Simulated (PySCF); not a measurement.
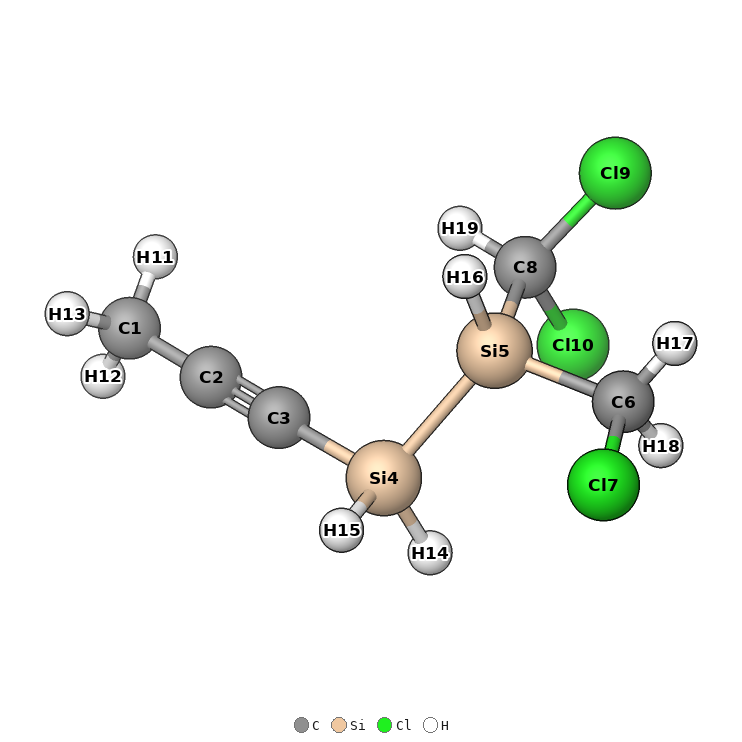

The computed structure is the end point of a GFN2-xTB optimisation. No frequency run is at hand to confirm it as a minimum. Electric field gradients from the ground-state density, PBE0/pcSseg-1 (PySCF 2.14.0), non-relativistic apart from any core potentials.

Give the largest field-gradient component, the quadrupole coupling constant and the asymmetry for 35Cl at Cl7 (Q = −81.7 mb), 35Cl at Cl9 (Q = −81.7 mb), 35Cl at Cl10 (Q = −81.7 mb), 2H at H11 (Q = 2.86 mb), 2H at H12 (Q = 2.86 mb), 2H at H13 (Q = 2.86 mb), 2H at H14 (Q = 2.86 mb).

| atom | V_zz (a.u.) | e²qQ/h (MHz) | η |
| --- | --- | --- | --- |
| Cl7 | 4.003 | −76.8 | 0.03 |
| Cl9 | 4.077 | −78.3 | 0.04 |
| Cl10 | 4.021 | −77.2 | 0.05 |
| H11 | 0.308 | 0.207 | 0.03 |
| H12 | 0.308 | 0.207 | 0.02 |
| H13 | 0.307 | 0.207 | 0.02 |
| H14 | 0.158 | 0.106 | 0.02 |

The geometry is semi-empirical. Around Si such bond lengths and angles can be off by a tenth of an ångström or more and by several degrees, and values that hang on the shape move with them.
